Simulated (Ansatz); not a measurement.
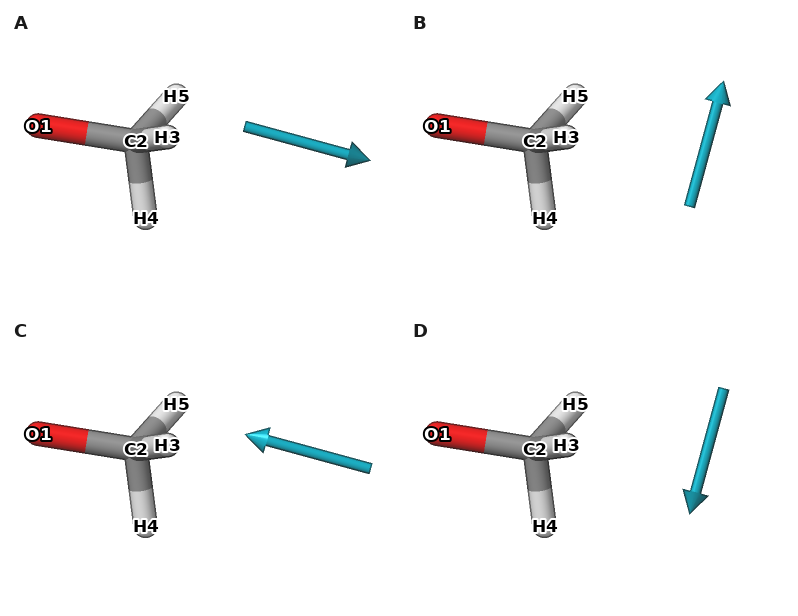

The same molecule four times, each with an arrow. Charge 0, doublet. Computed geometry: PBE0-D4/def2-TZVP optimisation. Method: UKS PBE0-D4/def2-TZVP (Ansatz 0.2.0).

### Which arrow points along the dipole moment, from the negative to the positive end?

A. The dipole moment is 2.02 D; it points from the side of O1 to the side of H3, H4, H5 (the outermost atoms at the two ends).
